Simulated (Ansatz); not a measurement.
**C₂H₄FSi radical: from a rough start to a minimum**

Aim: relax C₂H₄FSi radical from a cheap starting geometry, check the end point by its vibrations and derive ideal-gas thermochemistry, and look at its orbitals and charge.

The runs use Ansatz 0.2.0, Gaussian basis; UKS PBE0-D4/def2-TZVP.

The runs, in order: relaxation at PBE-D4/def2-SVP; relaxation at PBE0-D4/def2-TZVP; harmonic vibrations at the same level; a single point in def2-TZVPP for the fields.

## Step 1: The starting structure

SMILES `[CH]=C[SiH2]F`, 8 atoms, charge 0, spin multiplicity 2.

Atoms are counted from 1 here; the program's logs count them from 0.

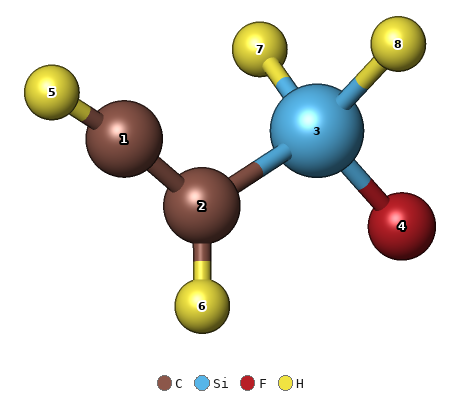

The starting geometry (carbon brown, silicon blue, fluorine red, hydrogen yellow); atoms are numbered from 1 in the order of the file.

As a file:

```csv
atom,x (Å),y (Å),z (Å)
C1,0.0913,1.6545,-0.1388
C2,-0.6013,0.5824,0.0396
Si3,0.2241,-1.0147,0.0238
F4,-0.7673,-2.1445,0.2988
H5,0.5631,2.6124,-0.3244
H6,-1.6665,0.5870,0.2074
H7,0.9319,-1.2720,-1.2692
H8,1.3168,-1.0622,1.1070
```

The start is a force-field geometry with small random shifts, so a cheaper pass at PBE-D4/def2-SVP comes first.

## Step 2: Optimising with PBE-D4/def2-SVP (cheap first pass)

in.yaml reads:

```yaml
crystal:
  periodic: [false, false, false]
  atoms:
    - {symbol: C, position_ang: [0.091300, 1.654500, -0.138800]}
    - {symbol: C, position_ang: [-0.601300, 0.582400, 0.039600]}
    - {symbol: Si, position_ang: [0.224100, -1.014700, 0.023800]}
    - {symbol: F, position_ang: [-0.767300, -2.144500, 0.298800]}
    - {symbol: H, position_ang: [0.563100, 2.612400, -0.324400]}
    - {symbol: H, position_ang: [-1.666500, 0.587000, 0.207400]}
    - {symbol: H, position_ang: [0.931900, -1.272000, -1.269200]}
    - {symbol: H, position_ang: [1.316800, -1.062200, 1.107000]}
basis:
  gaussian: {orbitals: def2-SVP}
magnetization: {spin_polarized: true, initial_magnetization: 1}
hamiltonian: {xc: pbe, dispersion: d4}
relax: {f_tol: 0.03, max_steps: 200}
```

Command:

```console
$ ansatz run in.yaml --threads 4 --pin off --events-out ev --progress --plain --max-ram 10444MiB
```

Output, cut to the lines that bear on the results:

```text
Functional definition: PBE
  name "PBE"
  cite "Perdew, Burke & Ernzerhof, Phys. Rev. Lett. 77, 3865 (1996) doi:10.1103/PhysRevLett.77.3865"
  parent pbe
[...]
892 factors; their error is unknown
[...]
mean field -12715.75991561 eV, -467.2955578472 hartree, gradient 7.6e-5 eV, S^2 0.758117; 0 other end points of the search recorded, 0 dependent functions left out
[...]
reference -12715.75994771 eV, -467.2955590266 hartree; 20, 19 occupied and 60, 61 virtual orbitals, 892 factors
relax step   1: F+E_penalty+E_count = -12715.89896457 eV  Δ(F+E_penalty+E_count) = +0.000e0 eV  max|allowed force component| = 4.707e0 eV/Å  Δτ_max = 0.0000 Å  (29 SCF iters, accepted)
[...]
relax step   6: F+E_penalty+E_count = -12716.40423390 eV  Δ(F+E_penalty+E_count) = -5.890e-2 eV  max|allowed force component| = 3.255e-1 eV/Å  Δτ_max = 0.0972 Å  (33 SCF iters, accepted)
[...]
relax step  11: F+E_penalty+E_count = -12716.44930783 eV  Δ(F+E_penalty+E_count) = -3.505e-3 eV  max|allowed force component| = 4.651e-2 eV/Å  Δτ_max = 0.1368 Å  (33 SCF iters, accepted)
[...]
relax step  16: F+E_penalty+E_count = -12716.46886785 eV  Δ(F+E_penalty+E_count) = +1.043e-2 eV  max|allowed force component| = 8.517e-1 eV/Å  Δτ_max = 0.1950 Å  (36 SCF iters, rejected (line search))
[...]
relax step  19: F+E_penalty+E_count = -12716.49168737 eV  Δ(F+E_penalty+E_count) = -1.427e-3 eV  max|allowed force component| = 1.081e-1 eV/Å  Δτ_max = 0.0484 Å  (32 SCF iters, accepted)
[...]
relax step  20: F+E_penalty+E_count = -12716.49340108 eV  Δ(F+E_penalty+E_count) = -1.714e-3 eV  max|allowed force component| = 2.450e-2 eV/Å  Δτ_max = 0.0483 Å  (34 SCF iters, accepted)
892 factors; their error is unknown
[...]
mean field -12716.35651333 eV, -467.3174824089 hartree, gradient 1.9e-5 eV, S^2 0.758498; 1 other end points of the search recorded, 0 dependent functions left out
[...]
reference -12716.35654495 eV, -467.3174835709 hartree; 20, 19 occupied and 60, 61 virtual orbitals, 892 factors
Total energy: -12716.49343270 eV, -467.3225141028 hartree
Atom 0 at     0.183870     1.685859     0.269389 Å, force     0.008589     0.002470     0.004948 eV/Å
Atom 1 at    -0.424623     0.622745    -0.222148 Å, force    -0.007526    -0.010560    -0.006116 eV/Å
Atom 2 at     0.300988    -1.089316     0.026486 Å, force     0.001065    -0.020830     0.005521 eV/Å
Atom 3 at    -0.748997    -2.013829     0.888476 Å, force     0.001834     0.002907     0.001831 eV/Å
Atom 4 at     0.079293     2.779891     0.307345 Å, force    -0.010859     0.008481    -0.001237 eV/Å
Atom 5 at    -1.369853     0.714338    -0.808127 Å, force    -0.004276     0.024502    -0.003098 eV/Å
Atom 6 at     0.482889    -1.769124    -1.301367 Å, force     0.003985    -0.004542    -0.001091 eV/Å
Atom 7 at     1.588532    -0.987663     0.784145 Å, force     0.007188    -0.002428    -0.000758 eV/Å
Dipole moment:     0.025903     0.315750    -0.199775 e Å
```

It took 17 s on 4 threads of INTEL XEON PLATINUM 8581C at 2.10GHz, shared host.

The steps of the relaxation: (the energy doesn't fall at every step)

```csv
step,energy from step 1 (eV),largest force component (eV/Å)
1,0.0000,4.7073
2,-0.3038,2.3744
3,-0.4214,0.3506
4,-0.4464,0.4457
5,-0.4214,1.1135
6,-0.5053,0.3255
7,-0.5240,0.6034
8,-0.5335,0.3443
9,-0.5458,0.1400
10,-0.5468,0.0633
11,-0.5503,0.0465
12,-0.5514,0.0286
13,-0.5531,0.3705
14,-0.5686,0.2077
15,-0.5803,0.1382
16,-0.5699,0.8517
17,-0.5887,0.0645
18,-0.5913,0.1909
19,-0.5927,0.1081
20,-0.5944,0.0245
```

The force was under the threshold of 0.03 eV/Å already at step 12, but the program went on to step 20.

Distances of close pairs at the start and the end, largest changes first:

```csv
bond,before (Å),after (Å),change (Å)
Si3–F4,1.528,1.643,+0.115
C2–Si3,1.798,1.876,+0.078
Si3–H8,1.539,1.497,-0.042
C2–H6,1.078,1.116,+0.038
C1–C2,1.289,1.320,+0.031
C1–H5,1.084,1.100,+0.016
Si3–H7,1.496,1.503,+0.006
```

## Step 3: Relaxation at PBE0-D4/def2-TZVP

in.yaml reads:

```yaml
crystal:
  periodic: [false, false, false]
  atoms:
    - {symbol: C, position_ang: [0.183870, 1.685859, 0.269389]}
    - {symbol: C, position_ang: [-0.424623, 0.622745, -0.222148]}
    - {symbol: Si, position_ang: [0.300988, -1.089316, 0.026486]}
    - {symbol: F, position_ang: [-0.748997, -2.013829, 0.888476]}
    - {symbol: H, position_ang: [0.079293, 2.779891, 0.307345]}
    - {symbol: H, position_ang: [-1.369853, 0.714338, -0.808127]}
    - {symbol: H, position_ang: [0.482889, -1.769124, -1.301367]}
    - {symbol: H, position_ang: [1.588532, -0.987663, 0.784145]}
basis:
  gaussian: {orbitals: def2-TZVP}
magnetization: {spin_polarized: true, initial_magnetization: 1}
hamiltonian: {xc: pbe0, dispersion: d4}
relax: {f_tol: 0.005, max_steps: 150}
```

Launched as before.

Output, cut to the lines that bear on the results:

```text
Functional definition: PBE0
  name "PBE0"
  cite "Adamo & Barone, J. Chem. Phys. 110, 6158 (1999) doi:10.1063/1.478522"
  cite "Perdew, Burke & Ernzerhof, Phys. Rev. Lett. 77, 3865 (1996) doi:10.1103/PhysRevLett.77.3865"
  parent pbe
[...]
960 factors; their error is unknown
[...]
mean field -12726.08183677 eV, -467.6748814534 hartree, gradient 4.2e-5 eV, S^2 0.764347; 0 other end points of the search recorded, 0 dependent functions left out
[...]
reference -12726.08186639 eV, -467.6748825418 hartree; 20, 19 occupied and 134, 135 virtual orbitals, 960 factors
relax step   1: F+E_penalty+E_count = -12726.19649880 eV  Δ(F+E_penalty+E_count) = +0.000e0 eV  max|allowed force component| = 8.050e-1 eV/Å  Δτ_max = 0.0000 Å  (34 SCF iters, accepted)
[...]
reference -12726.14144270 eV, -467.6770719306 hartree; 20, 19 occupied and 134, 135 virtual orbitals, 960 factors
Total energy: -12726.25663834 eV, -467.6813052924 hartree
Atom 0 at     0.186615     1.665506     0.255719 Å, force     0.000174     0.000519     0.000176 eV/Å
Atom 1 at    -0.426475     0.614484    -0.211452 Å, force     0.001051     0.001488     0.000501 eV/Å
Atom 2 at     0.295737    -1.078952     0.026520 Å, force    -0.000676    -0.000324    -0.000635 eV/Å
Atom 3 at    -0.731294    -1.986624     0.855698 Å, force     0.000122    -0.000382     0.000341 eV/Å
Atom 4 at     0.075556     2.741359     0.285229 Å, force     0.000104    -0.000304    -0.000035 eV/Å
Atom 5 at    -1.363420     0.724838    -0.771316 Å, force    -0.000807    -0.001040    -0.000502 eV/Å
Atom 6 at     0.492963    -1.751193    -1.281333 Å, force     0.000140     0.000117     0.000007 eV/Å
Atom 7 at     1.562417    -0.986517     0.785134 Å, force    -0.000107    -0.000073     0.000148 eV/Å
Dipole moment:     0.013500     0.330991    -0.201712 e Å
```

Run time: 19 s. Hardware: 4 threads of INTEL XEON PLATINUM 8581C at 2.10GHz, shared host; peak memory 0.4 GiB.

Step by step:

```csv
step,energy from step 1 (eV),largest force component (eV/Å)
1,0.0000,0.8050
2,-0.0482,0.4830
3,-0.0590,0.0734
4,-0.0598,0.0524
5,-0.0601,0.0120
6,-0.0601,0.0174
7,-0.0600,0.0570
8,-0.0601,0.0020
9,-0.0601,0.0015
```

The force was under the threshold of 0.005 eV/Å already at step 8, but the program went on to step 9.

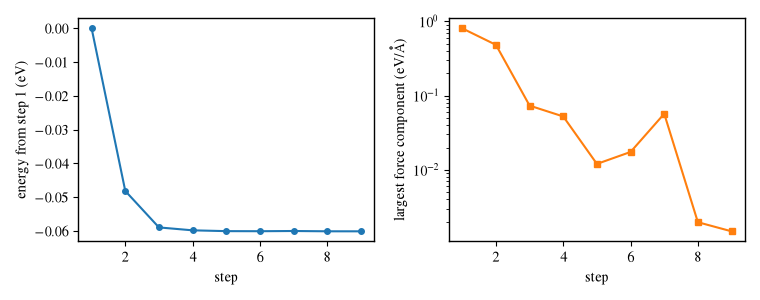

Energy and force, step by step.

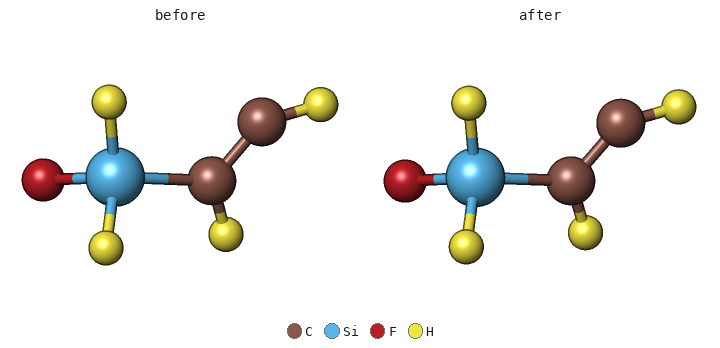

Before and after, at one scale.

Distances of close pairs at the start and the end, largest changes first:

```csv
bond,before (Å),after (Å),change (Å)
Si3–F4,1.643,1.602,-0.041
C2–Si3,1.876,1.856,-0.020
Si3–H7,1.503,1.484,-0.019
C2–H6,1.116,1.097,-0.019
Si3–H8,1.497,1.479,-0.018
C1–H5,1.100,1.082,-0.018
C1–C2,1.320,1.303,-0.017
```

Mulliken charges of the relaxed molecule (report file):

```csv
atom,value (e)
C1,-0.16
C2,-0.28
Si3,0.53
F4,-0.32
H5,0.17
H6,0.14
H7,-0.04
H8,-0.04
```

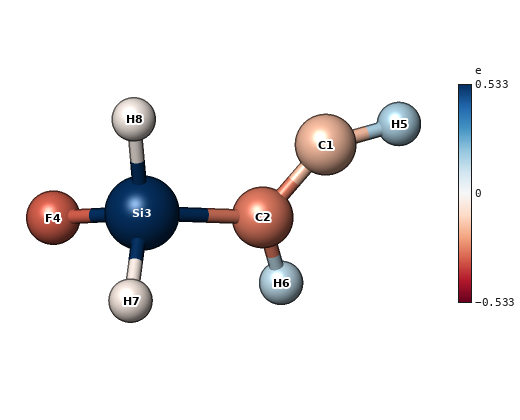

Mulliken charges of the relaxed molecule (report file), as colours on the atoms.

## Step 4: Vibrations by finite differences

in.yaml reads:

```yaml
crystal:
  periodic: [false, false, false]
  atoms:
    - {symbol: C, position_ang: [0.186615, 1.665506, 0.255719]}
    - {symbol: C, position_ang: [-0.426475, 0.614484, -0.211452]}
    - {symbol: Si, position_ang: [0.295737, -1.078952, 0.026520]}
    - {symbol: F, position_ang: [-0.731294, -1.986624, 0.855698]}
    - {symbol: H, position_ang: [0.075556, 2.741359, 0.285229]}
    - {symbol: H, position_ang: [-1.363420, 0.724838, -0.771316]}
    - {symbol: H, position_ang: [0.492963, -1.751193, -1.281333]}
    - {symbol: H, position_ang: [1.562417, -0.986517, 0.785134]}
basis:
  gaussian: {orbitals: def2-TZVP}
magnetization: {spin_polarized: true, initial_magnetization: 1}
hamiltonian: {xc: pbe0, dispersion: d4}
phonons: {temperatures: {t_min: 298.15, t_max: 900, t_step: 200}}
```

Launched as before.

Output, cut to the lines that bear on the results:

```text
Functional definition: PBE0
  name "PBE0"
  cite "Adamo & Barone, J. Chem. Phys. 110, 6158 (1999) doi:10.1063/1.478522"
  cite "Perdew, Burke & Ernzerhof, Phys. Rev. Lett. 77, 3865 (1996) doi:10.1103/PhysRevLett.77.3865"
  parent pbe
[...]
960 factors; their error is unknown
[...]
mean field -12726.14141413 eV, -467.6770708806 hartree, gradient 4.1e-5 eV, S^2 0.762836; 0 other end points of the search recorded, 0 dependent functions left out
[...]
reference -12726.14144347 eV, -467.6770719589 hartree; 20, 19 occupied and 134, 135 virtual orbitals, 960 factors
[...]
960 factors; their error is unknown
mean field -12726.14134963 eV, -467.6770685103 hartree, gradient 1.9e-6 eV, S^2 0.762927; 0 other end points of the search recorded, 0 dependent functions left out
[...]
reference -12726.14137896 eV, -467.6770695883 hartree; 20, 19 occupied and 134, 135 virtual orbitals, 960 factors
[...]
Atom 0 at     0.186615     1.665506     0.255719 Å, force     0.000160     0.000598     0.000229 eV/Å
Atom 1 at    -0.426475     0.614484    -0.211452 Å, force     0.001053     0.001393     0.000443 eV/Å
Atom 2 at     0.295737    -1.078952     0.026520 Å, force    -0.000654    -0.000313    -0.000656 eV/Å
Atom 3 at    -0.731294    -1.986624     0.855698 Å, force     0.000110    -0.000346     0.000367 eV/Å
Atom 4 at     0.075556     2.741359     0.285229 Å, force     0.000104    -0.000313    -0.000035 eV/Å
Atom 5 at    -1.363420     0.724838    -0.771316 Å, force    -0.000798    -0.001042    -0.000489 eV/Å
Atom 6 at     0.492963    -1.751193    -1.281333 Å, force     0.000130     0.000116    -0.000005 eV/Å
Atom 7 at     1.562417    -0.986517     0.785134 Å, force    -0.000105    -0.000093     0.000146 eV/Å
Dipole moment:     0.013500     0.330990    -0.201712 e Å
Vibrations: 78.39 212.46 267.13 526.14 647.14 680.25 742.51 853.47 864.61 868.18 917.99 958.48 1152.86 1654.45 2238.84 2264.77 3033.90 3237.52 cm⁻¹, zero-point energy 1.314175 eV
```

Wall time 55 s (4 threads of INTEL XEON PLATINUM 8581C at 2.10GHz, shared host).

Motions are named by where the mode's potential energy lies. Wavenumbers, unscaled:

```csv
mode,cm⁻¹,motion
1,78,torsion
2,212,bend
3,267,bend
4,526,torsion with bend
5,647,torsion with bend
6,680,Si–C stretch with bend
7,743,bend
8,853,bend
9,865,torsion
10,868,Si–F stretch with bend
11,918,bend with Si–F stretch
12,958,bend with torsion
13,1153,bend
14,1654,C–C stretch
15,2239,Si–H stretch
16,2265,Si–H stretch
17,3034,C–H stretch
18,3238,C–H stretch
```

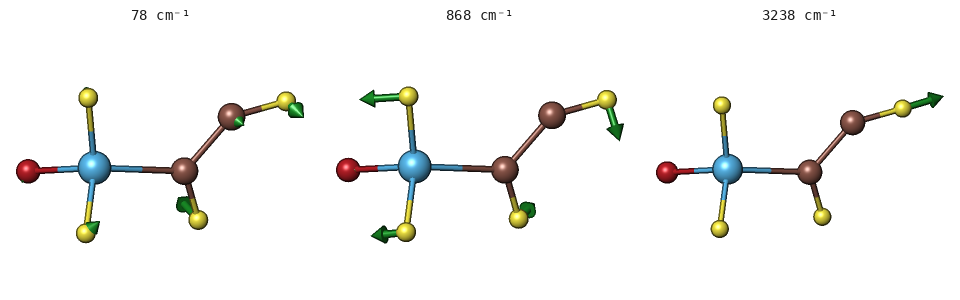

Displacements of 3 modes, as arrows.

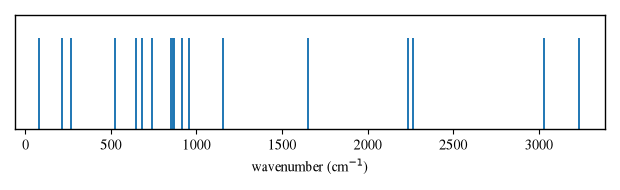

The harmonic wavenumbers as sticks (no intensities were computed).

From these modes and the moments of inertia (298.15 K, 1 bar, symmetry number 1):

```csv
term,value
zero-point energy,126.8 kJ/mol
H(298) − E,143.7 kJ/mol
"entropy, electronic degeneracy",5.8 J/(mol K)
"entropy, translation",162.7 J/(mol K)
"entropy, rotation",104.5 J/(mol K)
"entropy, vibration",41.5 J/(mol K)
"entropy, total",314.5 J/(mol K)
```

## Step 5: Orbitals, density and potential

Changes to in.yaml since step 4:

```diff
@@ -12,5 +12,5 @@
 basis:
-  gaussian: {orbitals: def2-TZVP}
+  gaussian: {orbitals: def2-TZVPP}
 magnetization: {spin_polarized: true, initial_magnetization: 1}
 hamiltonian: {xc: pbe0, dispersion: d4}
-phonons: {temperatures: {t_min: 298.15, t_max: 900, t_step: 200}}
+output: {orbitals: {seedname: orbitals}}
```

Same command.

Output:

```text
Functional definition: PBE0
  name "PBE0"
  cite "Adamo & Barone, J. Chem. Phys. 110, 6158 (1999) doi:10.1063/1.478522"
  cite "Perdew, Burke & Ernzerhof, Phys. Rev. Lett. 77, 3865 (1996) doi:10.1103/PhysRevLett.77.3865"
  parent pbe
  parameter a = 0.25
  parameter kappa = 0.804
  parameter beta = 0.06672455060314922
  exchange = (1 - a)*pbe_x(kappa = kappa, mu = beta*pi^2/3) + a*exact_x
  correlation = pbe_c(beta = beta)
1043 factors; their error is unknown
mean field evaluation 1: about -12720.8226 eV, gradient 3.6e1 eV
mean field evaluation 2: about -12718.6923 eV, gradient 4.3e1 eV
mean field evaluation 4: about -12726.1121 eV, gradient 2.5e0 eV
mean field evaluation 8: about -12726.1428 eV, gradient 1.5e-1 eV
mean field evaluation 16: about -12726.1730 eV, gradient 5.0e-4 eV
mean field -12726.17303459 eV, -467.6782329114 hartree, gradient 6.7e-5 eV, S^2 0.762812; 0 other end points of the search recorded, 0 dependent functions left out
reference -12726.17306375 eV, -467.6782339829 hartree; 20, 19 occupied and 171, 172 virtual orbitals, 1043 factors
Total energy: -12726.28825940 eV, -467.6824673448 hartree
```

It took 2.3 s on 4 threads of INTEL XEON PLATINUM 8581C at 2.10GHz, shared host; peak memory 0.48 GiB.

Orbitals, density, ELF and potential are computed afterwards from the orbital file.

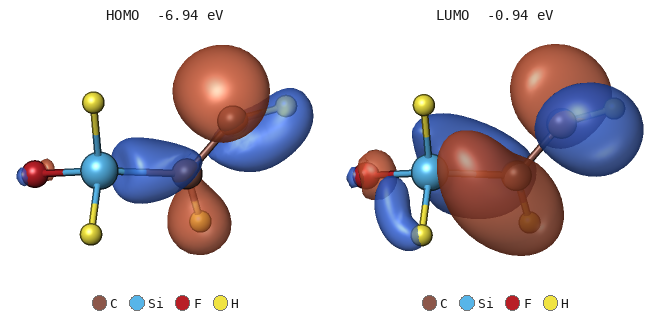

Frontier orbitals at PBE0-D4/def2-TZVPP (alpha spin); each surface holds 70 % of the orbital's density, blue and red mark the sign.

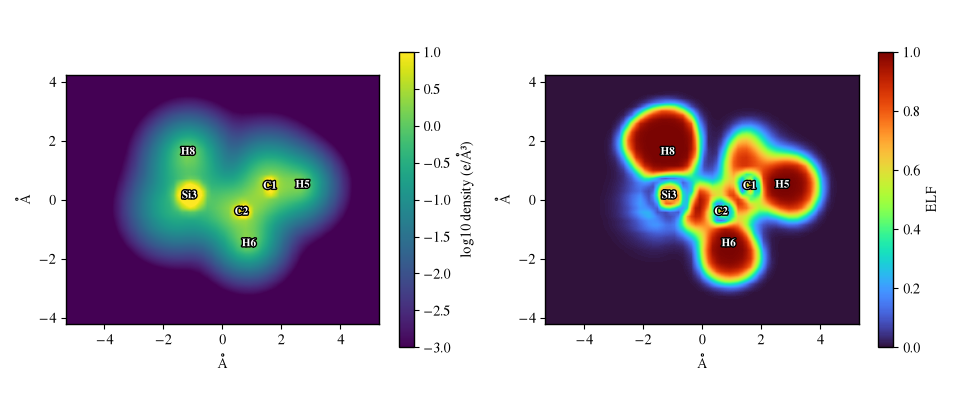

Density (left) and ELF (right) in a plane through or near 6 of the atoms.

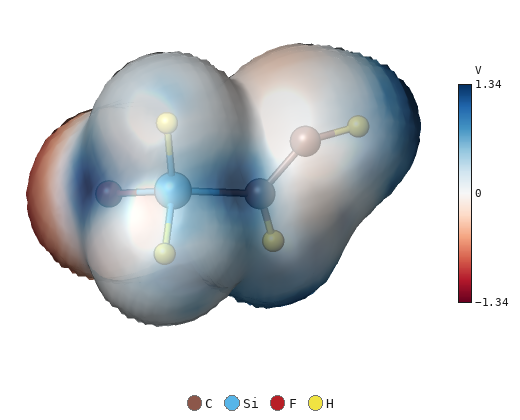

Electrostatic potential on the surface of density 0.002 e/bohr³; red is low, blue high. It runs from -0.98 V near F4 to 1.34 V near H6.

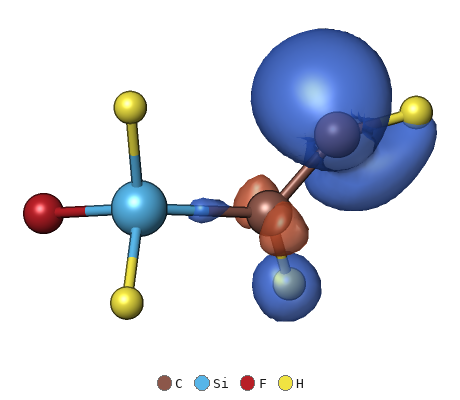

Spin density at ±0.05 e/Å³ (alpha excess blue, beta excess red).

## Step 6: Results

| quantity | value |
| --- | --- |
| point group | C1 |
| steps | 20 + 9 |
| shift from the start (rms) | 0.600 Å |
| total energy | -12726.2566 eV |
| dispersion term | -115 meV |
| dipole moment | 1.86 D |
| lowest, highest wavenumber | 78, 3238 cm⁻¹ |
| zero-point energy | 126.8 kJ/mol |
| entropy at 298.15 K | 314.5 J/(mol K) |
| HOMO, LUMO (alpha spin) | -6.94, -0.94 eV |

The atoms moved 0.60 Å (rms) from the start; the bond that changed most is Si3–F4, from 1.528 to 1.602 Å. No mode is imaginary: a true minimum at this level. The stiffest mode, 3238 cm⁻¹, is a C–H stretch. Harmonic hybrid wavenumbers usually lie a few per cent above measured fundamentals. The largest Mulliken charge, +0.53 e, sits on Si3. The alpha HOMO lies mostly on C1 58 %; H5, H6 about 12 % each and the LUMO on C1, C2 about 29 % each; Si3 10 %. The unpaired spin sits mainly on C1 70 %; H5 9 %.
